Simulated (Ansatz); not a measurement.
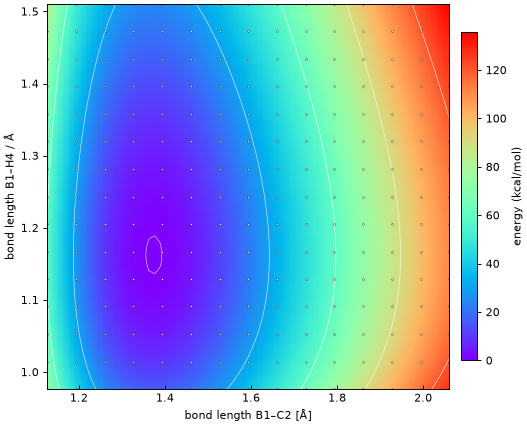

CH2BN, SMILES B=C=N. The first coordinate is: bond length B1–C2; the second: bond length B1–H4. Nothing is relaxed (all other coordinates rigid). Grid: 15 × 15 points. Points are written as (first, second). Energies are in kcal/mol, from the lowest grid point. The reference is spin-restricted, which grows unreliable where a bond is stretched far. The calculation used RHF/def2-TZVP in Ansatz.

In the figure: a smooth colour map with a few white contour lines, dots at the grid points. Between grid points the surface is interpolated.

The lowest grid point is at (1.393 Å, 1.167 Å). It is the only kind of minimum in the scanned range. The highest grid point, (2.060 Å, 1.511 Å), lies 136 kcal/mol above the lowest. Round the minimum the two coordinates are nearly uncoupled.

The level of theory is changed to RKS CAM-B3LYP-D4/def2-TZVP (Ansatz 0.2.0); with it change the reference geometry, relaxed at the new level; the new grid has 15 × 15 points, laid about the new relaxed structure.

### What does this change do to the map?

The minimum (interpolated where it lies between grid points) moves from about (1.373 Å, 1.162 Å) to about (1.373 Å, 1.165 Å). The curvature at the minimum changes by less than a tenth (about 52) eV/Å² along bond length B1–C2 and by less than a tenth (about 28) eV/Å² along bond length B1–H4.

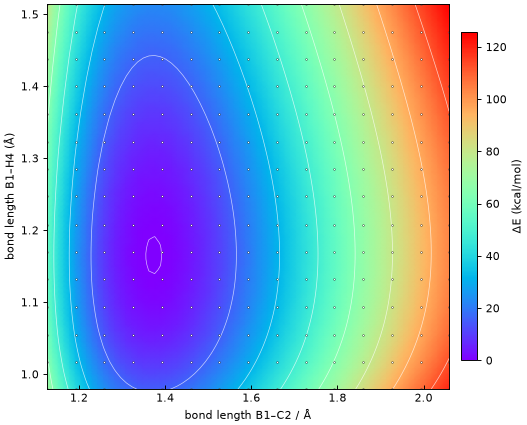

The map after the change, on a colour scale of its own. In the figure: a smooth colour map with a few white contour lines, dots at the grid points. Between grid points the surface is interpolated.
